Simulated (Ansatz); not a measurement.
A computed series for SrTiO3: response to strain

The reference is SrTiO3 in the cubic perovskite structure (space group Pm-3m, No. 221; a = 3.854 Å). Axes: x, y, z lie along the cube axes.

Strains are applied to the cell and any free atomic positions relax; under biaxial strain the out-of-plane vector relaxes too.

Method: LDA/PAW in Ansatz (a quantum-chemistry and plane-wave program), spin-orbit coupling left out.

Notes on the quantities. energy relative to the base: free energy F.

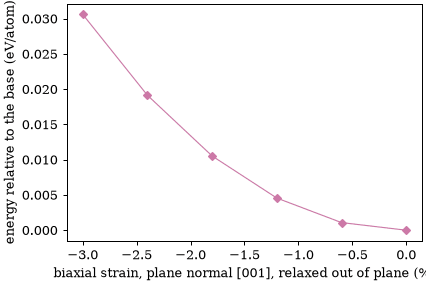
Figure: Energy relative to the base against biaxial strain, plane normal [001], relaxed out of plane

### Question
From the plot, what is the energy relative to the base for biaxial strain −3.00 %, plane normal [001], relaxed out of plane?

### Answer
About 0.031 eV/atom.

### Question
Is the trend monotonic over the range shown?

### Answer
Yes, it falls throughout, spanning 0 meV/atom to +31 meV/atom.

Whether these cells are dynamically stable was not tested. The final runs are not spin-polarised. Many cubic perovskites are stable only at high temperature; tilts and polar distortions were not tested.
